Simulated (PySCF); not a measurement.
# C₃H₇FSi: NMR shifts at several levels of theory, part 2 of 2

PySCF 2.14.0. Atoms count from 0.

## 8. Nuclear shieldings: wB97X-D/pcSseg-2

The job: settings as JSON, then the geometry in Å.

```
{"job": {"kind": "nmr", "xc": "wB97X-D", "basis": "pcSseg-2", "pop": false}, "charge": 0, "multiplicity": 1}
C     -1.671337     0.679118     0.860664
C     -0.924575    -0.319598     0.386326
C      0.088855    -0.187322    -0.697034
F      0.067871    -1.311471    -1.515123
Si     1.860373    -0.036309     0.016694
H     -2.348375     0.530909     1.705142
H     -1.626520     1.684338     0.428642
H     -0.986701    -1.318343     0.835661
H     -0.128736     0.699162    -1.320290
H      2.118865    -1.197162     0.918335
H      1.968693     1.238679     0.787189
H      2.850816    -0.037102    -1.100116
```

With the program's defaults for keys left out, this is: GIAO wB97X-D/pcSseg-2 NMR shielding, non-relativistic, gas phase.

Output:

```text
coarse grid: 10312 points
cycle   1  E = -507.7918059400  dE =  3.129e-01  |g| = 5.343e-01  |ddm| = 2.311e+00
cycle   2  E = -507.7904653345  dE =  1.341e-03  |g| = 6.194e-01  |ddm| = 6.047e-01
cycle   3  E = -507.8449983171  dE = -5.453e-02  |g| = 5.001e-02  |ddm| = 2.960e-01
cycle   4  E = -507.8454999365  dE = -5.016e-04  |g| = 2.081e-02  |ddm| = 5.048e-02
cycle   5  E = -507.8456094817  dE = -1.095e-04  |g| = 4.863e-03  |ddm| = 2.532e-02
cycle   6  E = -507.8456163066  dE = -6.825e-06  |g| = 9.358e-04  |ddm| = 6.038e-03
final grid: 94760 points
cycle   7  E = -507.8542984873  dE = -1.781e-04  |g| = 9.446e-03  |ddm| = 4.745e-02
cycle   8  E = -507.8542948447  dE =  3.643e-06  |g| = 1.126e-02  |ddm| = 1.013e-02
cycle   9  E = -507.8543121181  dE = -1.727e-05  |g| = 4.590e-04  |ddm| = 4.571e-03
cycle  10  E = -507.8543121611  dE = -4.300e-08  |g| = 2.411e-04  |ddm| = 7.327e-04
cycle  11  E = -507.8543121737  dE = -1.259e-08  |g| = 6.311e-05  |ddm| = 2.275e-04
cycle  12  E = -507.8543121748  dE = -1.104e-09  |g| = 2.365e-05  |ddm| = 7.052e-05
cycle  13  E = -507.8543121750  dE = -1.839e-10  |g| = 7.737e-06  |ddm| = 3.663e-05
converged SCF energy = -507.8543121750

GIAO shielding tensors (ppm)
atom      isotropic    diamagn.    paramagn.     s11        s22        s33       span
  0 C       60.585     253.641    -193.056    -55.372     73.052    164.076    219.448
  1 C       32.216     255.622    -223.406    -91.274     44.460    143.462    234.736
  2 C       92.933     241.257    -148.324     58.120     70.583    150.095     91.974
  3 F      414.059     466.607     -52.547    369.998    397.518    474.662    104.664
  4 Si     403.529     878.011    -474.482    374.732    387.895    447.961     73.229
  5 H       26.027      29.601      -3.573     23.260     25.315     29.507      6.247
  6 H       25.998      31.490      -5.492     22.779     25.235     29.979      7.200
  7 H       24.885      31.473      -6.588     22.430     24.557     27.669      5.239
  8 H       26.175      30.702      -4.527     24.117     25.398     29.011      4.894
  9 H       27.464      29.014      -1.550     24.766     26.199     31.427      6.661
 10 H       27.674      29.198      -1.524     24.844     26.136     32.044      7.200
 11 H       27.215      28.548      -1.333     24.466     25.203     31.976      7.510
```

It took 70 s on 1 thread of Arm Neoverse V1, shared host; peak memory 1.2 GiB.

This run: δ C1 152.2, C0 123.8, C2 91.5, F3 -227.6, H7 6.47, H6 5.36 ppm.

## 9. Nuclear shieldings: LC-wPBE/pcSseg-2

Same as in step 8 but for these lines:

```diff
@@ -1,2 +1,2 @@
-{"job": {"kind": "nmr", "xc": "wB97X-D", "basis": "pcSseg-2", "pop": false}, "charge": 0, "multiplicity": 1}
+{"job": {"kind": "nmr", "xc": "LC-wPBE", "basis": "pcSseg-2", "pop": false}, "charge": 0, "multiplicity": 1}
 C     -1.671337     0.679118     0.860664
```

Method: GIAO LC-wPBE/pcSseg-2 NMR shielding, non-relativistic, gas phase.

Output:

```text
coarse grid: 10312 points
cycle   1  E = -507.6306394595  dE =  3.641e-01  |g| = 5.552e-01  |ddm| = 2.308e+00
cycle   2  E = -507.6410152633  dE = -1.038e-02  |g| = 6.071e-01  |ddm| = 5.788e-01
cycle   3  E = -507.6922624046  dE = -5.125e-02  |g| = 5.335e-02  |ddm| = 2.748e-01
cycle   4  E = -507.6929630535  dE = -7.006e-04  |g| = 2.078e-02  |ddm| = 5.862e-02
cycle   5  E = -507.6930748671  dE = -1.118e-04  |g| = 5.325e-03  |ddm| = 2.661e-02
cycle   6  E = -507.6930831700  dE = -8.303e-06  |g| = 1.224e-03  |ddm| = 6.328e-03
final grid: 94760 points
cycle   7  E = -507.7030168956  dE = -1.213e-04  |g| = 8.964e-03  |ddm| = 3.866e-02
cycle   8  E = -507.7030171028  dE = -2.072e-07  |g| = 9.445e-03  |ddm| = 7.728e-03
cycle   9  E = -507.7030286871  dE = -1.158e-05  |g| = 8.312e-04  |ddm| = 3.714e-03
cycle  10  E = -507.7030287852  dE = -9.811e-08  |g| = 2.463e-04  |ddm| = 7.349e-04
cycle  11  E = -507.7030287820  dE =  3.221e-09  |g| = 6.145e-05  |ddm| = 2.895e-04
cycle  12  E = -507.7030287942  dE = -1.224e-08  |g| = 2.850e-05  |ddm| = 1.019e-04
cycle  13  E = -507.7030287945  dE = -3.356e-10  |g| = 8.614e-06  |ddm| = 5.952e-05
converged SCF energy = -507.7030287945

GIAO shielding tensors (ppm)
atom      isotropic    diamagn.    paramagn.     s11        s22        s33       span
  0 C       59.484     252.867    -193.383    -63.086     72.860    168.677    231.764
  1 C       32.580     254.944    -222.363    -97.231     46.519    148.453    245.684
  2 C       96.740     240.181    -143.440     60.677     72.626    156.918     96.241
  3 F      424.250     465.801     -41.550    382.213    402.916    487.621    105.408
  4 Si     407.338     877.660    -470.322    378.682    391.584    451.748     73.066
  5 H       25.867      29.737      -3.870     23.014     25.165     29.422      6.408
  6 H       25.869      31.441      -5.571     22.504     25.094     30.009      7.505
  7 H       24.773      31.405      -6.632     22.320     24.372     27.628      5.307
  8 H       26.095      30.596      -4.501     23.964     25.290     29.032      5.067
  9 H       27.455      28.937      -1.482     24.667     26.171     31.527      6.860
 10 H       27.670      29.083      -1.413     24.781     26.097     32.134      7.353
 11 H       27.230      28.557      -1.328     24.453     25.197     32.038      7.585
```

Wall time 78 s (1 thread of Arm Neoverse V1, shared host); peak memory 1.1 GiB.

This run: δ C1 155.7, C0 128.8, C2 91.6, F3 -220.6, H7 6.54, H5 5.45 ppm.

## 10. NMR shieldings: PBE0/6-31G

Same as in step 9 but for these lines:

```diff
@@ -1,2 +1,2 @@
-{"job": {"kind": "nmr", "xc": "LC-wPBE", "basis": "pcSseg-2", "pop": false}, "charge": 0, "multiplicity": 1}
+{"job": {"kind": "nmr", "xc": "PBE0", "basis": "6-31G", "pop": true}, "charge": 0, "multiplicity": 1}
 C     -1.671337     0.679118     0.860664
```

With the program's defaults for keys left out, this is: GIAO PBE0/6-31G NMR shielding, non-relativistic, gas phase.

Output:

```text
coarse grid: 10312 points
cycle   1  E = -507.3373784410  dE =  3.422e-01  |g| = 4.834e-01  |ddm| = 3.010e+00
cycle   2  E = -507.3030359983  dE =  3.434e-02  |g| = 6.856e-01  |ddm| = 1.058e+00
cycle   3  E = -507.3846028798  dE = -8.157e-02  |g| = 5.685e-02  |ddm| = 6.160e-01
cycle   4  E = -507.3853551583  dE = -7.523e-04  |g| = 2.203e-02  |ddm| = 8.482e-02
cycle   5  E = -507.3854669121  dE = -1.118e-04  |g| = 8.971e-03  |ddm| = 2.703e-02
cycle   6  E = -507.3854882953  dE = -2.138e-05  |g| = 8.460e-04  |ddm| = 9.209e-03
cycle   7  E = -507.3854885060  dE = -2.107e-07  |g| = 9.894e-05  |ddm| = 1.075e-03
final grid: 94760 points
cycle   8  E = -507.3506567476  dE = -1.053e-05  |g| = 6.990e-03  |ddm| = 1.439e-02
cycle   9  E = -507.3506492213  dE =  7.526e-06  |g| = 9.527e-03  |ddm| = 1.562e-02
cycle  10  E = -507.3506682008  dE = -1.898e-05  |g| = 8.955e-04  |ddm| = 8.765e-03
cycle  11  E = -507.3506683755  dE = -1.746e-07  |g| = 1.070e-04  |ddm| = 8.535e-04
cycle  12  E = -507.3506683764  dE = -8.955e-10  |g| = 9.574e-05  |ddm| = 1.971e-04
cycle  13  E = -507.3506683788  dE = -2.459e-09  |g| = 7.859e-06  |ddm| = 9.533e-05
cycle  14  E = -507.3506683788  dE = -2.365e-11  |g| = 1.640e-06  |ddm| = 1.581e-05
converged SCF energy = -507.3506683788

GIAO shielding tensors (ppm)
atom      isotropic    diamagn.    paramagn.     s11        s22        s33       span
  0 C       87.192     257.299    -170.107    -12.089     95.012    178.652    190.742
  1 C       63.353     253.886    -190.532    -44.071     73.330    160.802    204.874
  2 C      115.537     247.773    -132.236     80.917     97.199    168.495     87.578
  3 F      413.107     470.907     -57.801    369.438    412.251    457.630     88.191
  4 Si     480.823     881.389    -400.566    451.240    464.571    526.657     75.417
  5 H       27.147      29.337      -2.190     24.513     26.498     30.431      5.918
  6 H       27.067      31.482      -4.415     24.171     26.124     30.906      6.735
  7 H       25.879      30.202      -4.323     24.113     25.426     28.099      3.986
  8 H       27.195      30.831      -3.636     24.971     26.568     30.045      5.074
  9 H       28.850      29.126      -0.276     25.734     27.412     33.405      7.671
 10 H       29.035      29.235      -0.200     25.411     27.641     34.053      8.643
 11 H       28.528      28.937      -0.409     25.149     26.461     33.973      8.824
```

Run time: 5.4 s. Hardware: 1 thread of Arm Neoverse V1, shared host; peak memory 0.51 GiB.

Key values: δ C1 136.2, C0 112.3, C2 84.0, F3 -235.7, H7 6.73, H6 5.55 ppm.

## 11. Shielding tensors: PBE0/STO-3G

Same as in step 10 but for these lines:

```diff
@@ -1,2 +1,2 @@
-{"job": {"kind": "nmr", "xc": "PBE0", "basis": "6-31G", "pop": true}, "charge": 0, "multiplicity": 1}
+{"job": {"kind": "nmr", "xc": "PBE0", "basis": "STO-3G", "pop": true}, "charge": 0, "multiplicity": 1}
 C     -1.671337     0.679118     0.860664
```

Level: GIAO PBE0/STO-3G NMR shielding, non-relativistic, gas phase.

Output:

```text
coarse grid: 10312 points
cycle   1  E = -501.2460353429  dE =  1.542e-01  |g| = 3.392e-01  |ddm| = 4.134e+00
cycle   2  E = -501.2609340082  dE = -1.490e-02  |g| = 3.222e-01  |ddm| = 1.029e+00
cycle   3  E = -501.2944523808  dE = -3.352e-02  |g| = 3.738e-02  |ddm| = 4.714e-01
cycle   4  E = -501.2948299687  dE = -3.776e-04  |g| = 1.797e-02  |ddm| = 7.427e-02
cycle   5  E = -501.2949096592  dE = -7.969e-05  |g| = 8.653e-03  |ddm| = 2.969e-02
cycle   6  E = -501.2949326411  dE = -2.298e-05  |g| = 5.886e-04  |ddm| = 1.099e-02
cycle   7  E = -501.2949327666  dE = -1.255e-07  |g| = 8.990e-05  |ddm| = 1.054e-03
final grid: 94760 points
cycle   8  E = -501.2619416501  dE = -6.296e-06  |g| = 3.960e-03  |ddm| = 1.270e-02
cycle   9  E = -501.2619420763  dE = -4.262e-07  |g| = 3.865e-03  |ddm| = 1.045e-02
cycle  10  E = -501.2619467362  dE = -4.660e-06  |g| = 3.384e-04  |ddm| = 5.141e-03
cycle  11  E = -501.2619467695  dE = -3.333e-08  |g| = 1.131e-04  |ddm| = 5.286e-04
cycle  12  E = -501.2619467734  dE = -3.864e-09  |g| = 1.900e-05  |ddm| = 1.552e-04
cycle  13  E = -501.2619467735  dE = -1.176e-10  |g| = 2.026e-06  |ddm| = 2.785e-05
converged SCF energy = -501.2619467735

GIAO shielding tensors (ppm)
atom      isotropic    diamagn.    paramagn.     s11        s22        s33       span
  0 C      131.715     253.554    -121.839     42.607    139.663    212.875    170.268
  1 C      120.956     254.059    -133.103     32.056    122.545    208.267    176.211
  2 C      174.265     249.850     -75.585    146.106    157.975    218.715     72.609
  3 F      441.061     454.214     -13.153    408.272    432.696    482.214     73.942
  4 Si     589.062     868.962    -279.901    565.563    581.217    620.405     54.843
  5 H       27.516      30.218      -2.703     24.772     26.167     31.608      6.836
  6 H       27.747      32.196      -4.448     24.609     26.297     32.336      7.728
  7 H       26.987      32.033      -5.045     25.229     26.499     29.235      4.006
  8 H       29.953      32.471      -2.518     26.941     28.191     34.727      7.786
  9 H       30.735      31.201      -0.466     26.743     28.741     36.720      9.977
 10 H       30.892      31.585      -0.693     26.943     28.941     36.791      9.847
 11 H       30.504      30.183       0.321     26.673     27.954     36.886     10.213
```

Wall time 2.9 s (1 thread of Arm Neoverse V1, shared host); peak memory 0.52 GiB.

Key values: δ C1 113.7, C0 103.0, C2 60.4, F3 -136.7, H7 5.62, H5 5.09 ppm.

## 12. Comparing the runs: NMR shifts

Shifts (ppm) of some atoms, chosen among heavy atoms and hydrogens apart, means over like atoms, with basis size and wall time:

```
               run     C1     C0    C2    H8    H9      F3    Si4  functions   time
     PBE0/pcSseg-2  151.0  122.6  92.4  5.27  3.92  -232.6  -63.9        285   65 s
 mPW1PW91/pcSseg-2  150.8  122.7  92.3  5.25  3.90  -232.0  -63.5        285   66 s
     WP04/pcSseg-2  148.2  121.5  95.5  5.06  3.41  -226.5  -59.6        285   54 s
    B97-2/pcSseg-2  147.6  119.6  91.5  5.24  3.85  -230.2  -62.5        285   63 s
BHandHLYP/pcSseg-2  151.3  123.1  89.6  5.05  3.79  -221.1  -61.2        285   64 s
CAM-B3LYP/pcSseg-2  154.2  124.5  93.6  5.19  3.87  -228.7  -65.0        285   89 s
  wB97X-D/pcSseg-2  152.2  123.8  91.5  5.18  3.90  -227.6  -62.8        285   70 s
  LC-wPBE/pcSseg-2  155.7  128.8  91.6  5.22  3.87  -220.6  -60.7        285   78 s
        PBE0/6-31G  136.2  112.3  84.0  5.42  3.81  -235.7  -36.1         63  5.4 s
       PBE0/STO-3G  113.7  103.0  60.4  2.65  1.89  -136.7  -71.5         36  2.9 s
```

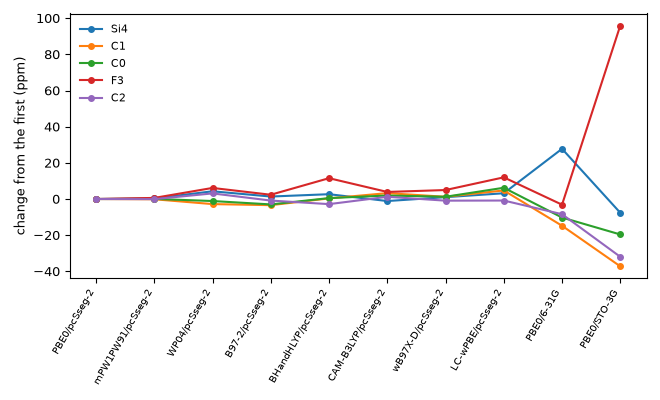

How five of the tabulated atoms move from run to run.

## 13. What came out

The summary covers parts 1 to 2.

| quantity | value |
| --- | --- |
| 13C shifts against TMS (PBE0/pcSseg-2) | 151.0, 122.6, 92.4 ppm |
| 1H shifts against TMS (PBE0/pcSseg-2, means over atoms taken as alike) | 6.48, 5.35, 5.31, 5.27, 3.92 ppm |
| 19F shifts against CFCl3 (PBE0/pcSseg-2) | -232.6 ppm |
| 29Si shifts against TMS (PBE0/pcSseg-2) | -63.9 ppm |
| range of the shift of Si4 (minimal bases aside) | -65.0 to -36.1 ppm |
| property runs in this session | 10, of which 0 failed and 1 gave unsound results |

In words: Single values in the summary come from the first sound run of each kind (PBE0/pcSseg-2), which need not be the best level. The most deshielded carbon is C1 (alkene CH), at 151.0 ppm: the olefinic region. The most deshielded hydrogen is H7 (hydrogen on an alkene CH), at 6.48 ppm: a vinylic proton, deshielded by the sp2 carbon and the C=C anisotropy. At PBE0/pcSseg-2: The widest tensor belongs to C1: span 230 ppm, with a paramagnetic part of -222 ppm. Leaving out the minimal-basis runs, which are unusable for shieldings: Across the 9 runs the shift of Si4 moves most, between -65.0 (CAM-B3LYP/pcSseg-2) and -36.1 ppm (PBE0/6-31G).
